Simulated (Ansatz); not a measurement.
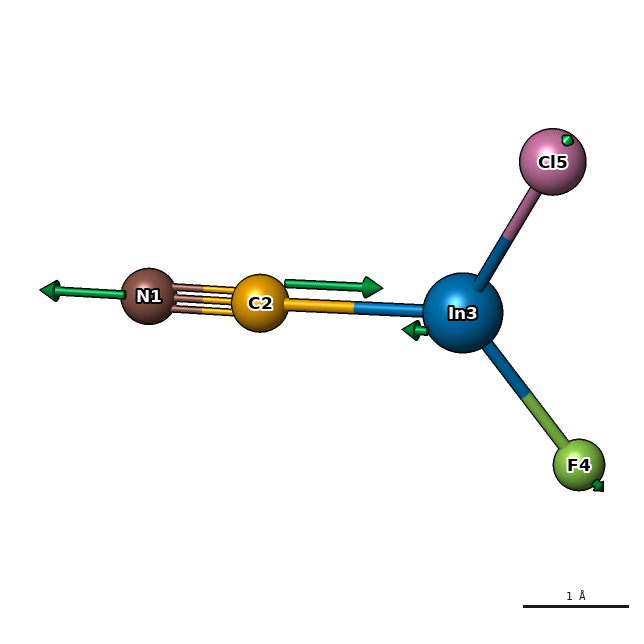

Arrows show the forces on the atoms, 0.4 Å of arrow for 1 eV/Å; forces under a tenth of the largest aren't drawn. Level of theory: r2SCAN-D4/def2-TZVPP (Ansatz 0.2.0).

### On which atom is the force largest, and how large is it?

On C2: 2.53 eV/Å.

### Which bond do the forces act along most?

N1–C2, now 1.139 Å: the forces push its atoms apart, so a first step downhill lengthens it.

List the force components in the frame of the picture (x right, y up, z towards the viewer), in eV/Å.

```json
{"atom": "N1", "Fx": "−2.06", "Fy": "0.12", "Fz": "−0.82"}
{"atom": "C2", "Fx": "2.34", "Fy": "−0.11", "Fz": "0.97"}
{"atom": "In3", "Fx": "−0.63", "Fy": "0.05", "Fz": "−0.26"}
{"atom": "F4", "Fx": "0.22", "Fy": "−0.24", "Fz": "−0.08"}
{"atom": "Cl5", "Fx": "0.13", "Fy": "0.19", "Fz": "0.20"}
```
